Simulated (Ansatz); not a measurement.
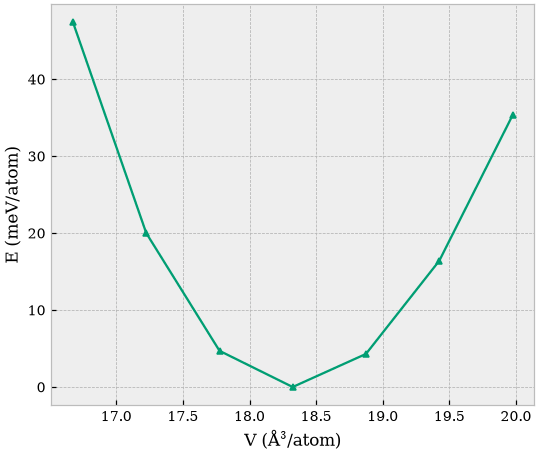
Figure: ScSi (CsCl type, space group No. 221) under volume change, r²SCAN in the plane-wave PAW code Ansatz, scaled uniformly.

### Question
What does a third-order Birch–Murnaghan fit give for V₀, B₀ and B′?

### Answer
V₀ = 18.33 Å³/atom, B₀ = 87.8 GPa, B′ = 3.8.

Space group Pm-3m (CsCl type). The cell is a constructed one: a structure type filled with these elements; neither database checked (COD, Materials Project) lists it. Its standing as an ambient phase is unchecked. The r²SCAN relaxation kept the symmetry of its start. At this level the phase is mechanically unstable. No spin polarisation was allowed.

Potentials: the earlier of the program's two PAW sets.
